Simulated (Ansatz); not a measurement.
Bands of a (8,0) SiC nanotube, along its axis.

Calculation: PBE (plane waves to 420 eV, PAW; Ansatz, a quantum-chemistry and plane-wave program). Mesh 1×1×6. No spin polarisation. Isolated but for its images some 11 Å away. A hypothetical model, rolled from the flat sheet. It keeps the symmetry and period of its start, so it need not be a minimum against all distortions.

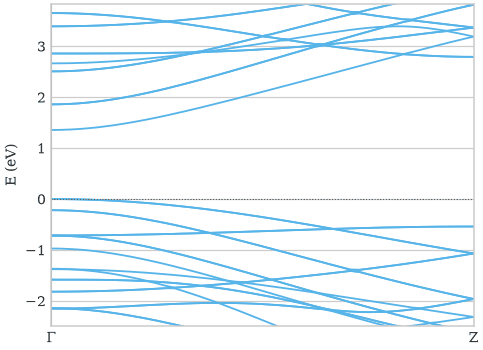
Bands from the zone centre to the zone edge (period 5.34 Å); the dotted line marks the highest filled level

### Question
Is it a metal or a semiconductor at this level? Give what the bands show.

### Answer
A semiconductor in PBE.
```
Item                   Result
-------  --------------------
PBE gap  1.36 eV, direct at Γ
```
